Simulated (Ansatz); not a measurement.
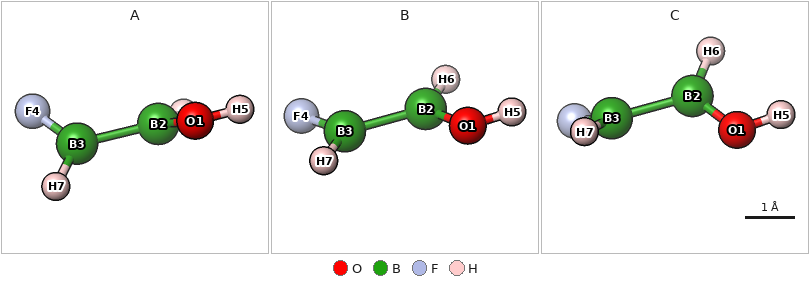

3 geometries from a converged minimum-energy path of B₂H₃OF, shuffled. The picture is a ball-and-stick view, seen at a tilt.

Computed with Ansatz, RKS PBE0-D4/def2-SVP. Run with 7 movable images; climbing image; force threshold 0.05 eV/Å; iteration limit 60; starting path by image-dependent pair potential.

### Which frame is the top of the path?

B. In order along the path, whose images run from 0 to 8: C (image 2, +0.032 eV), B (image 4, +0.056 eV), A (image 6, +0.031 eV). The motion is a rotation about the B2–B3 bond by about 175°. No bond forms or breaks between the ends. Bond angles that change up to the highest image, for instance: O1–B2–B3 119.9° → 117.3°, B3–B2–H6 121.2° → 123.4°.

Cost: 83 s on 1 thread of Intel(R) Xeon(R) Platinum 8259CL CPU @ 2.50GHz (Skylake/Cascade Lake), on a shared host, peak memory 0.16 GiB.
